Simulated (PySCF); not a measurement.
SMILES C=CCB(C)OC at its GFN2-xTB optimised geometry (Å):

```
18

B     -0.5597    -0.0822     0.0000
C     -1.4719    -1.4147     0.0264
C     -1.4668    -2.0076     1.3996
C     -2.4744    -1.9377     2.2510
H     -1.0904    -2.1578    -0.6795
H     -2.4980    -1.1838    -0.2589
H     -0.5473    -2.4975     1.6967
H     -3.4018    -1.4547     1.9903
H     -2.4189    -2.3617     3.2394
C     -1.2652     1.3420     0.0000
H     -1.9335     1.4383     0.8528
H     -1.8770     1.4782    -0.8893
H     -0.5495     2.1578     0.0399
O      0.7715    -0.0822     0.0000
C      1.6243    -1.1980     0.0246
H      1.1382    -2.0981    -0.3588
H      2.4980    -0.9691    -0.5891
H      1.9516    -1.3799     1.0515
```

Level of theory: B3LYP/def2-SVP run with PySCF. Cells within 0.4 Å of a nucleus heavier than hydrogen are left out (blank, or x).

Map of the electrostatic potential (hartree/e), clipped to [-0.08, 0.12] on the plane z = 1.5 Å:

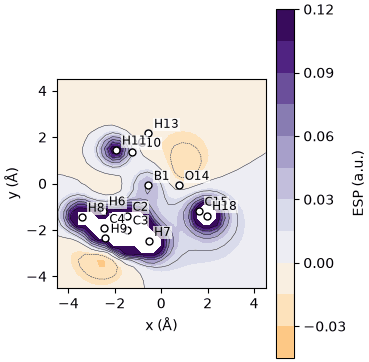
*Electrostatic potential (hartree/e), clipped to [-0.08, 0.12] on the plane z = 1.5 Å.*
